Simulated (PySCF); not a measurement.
Ionisation energy of Ru⁺ ([Kr] 4d⁷ → [Kr] 4d⁶). PySCF, def2-TZVPPD with a 28-electron core potential, unrestricted single determinants, no spin-orbit coupling. Methods marked “subvalence” freeze no core electrons.

By method:

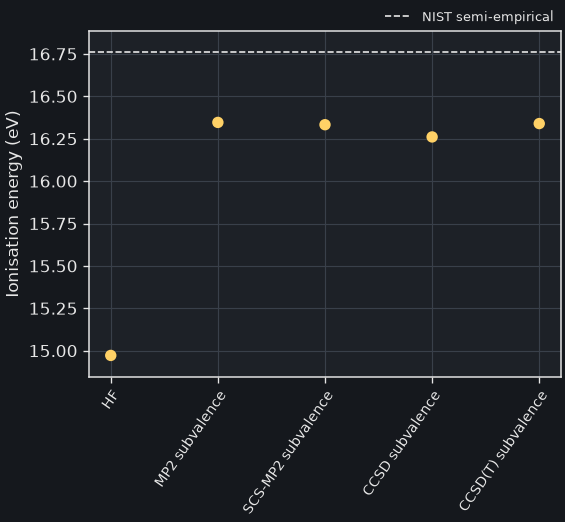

```tsv
Method	Ionisation energy (eV)
HF	14.97
MP2 subvalence	16.35
SCS-MP2 subvalence	16.33
CCSD subvalence	16.26
CCSD(T) subvalence	16.34
```

The values run from 14.97 eV (HF) to 16.35 eV (MP2 subvalence). The NIST semi-empirical value is 16.76 ± 0.06 eV; nearest to it come MP2 subvalence (−0.41) and CCSD(T) subvalence (−0.42), furthest HF (−1.79 eV).

Note: spin-orbit shift not estimated.
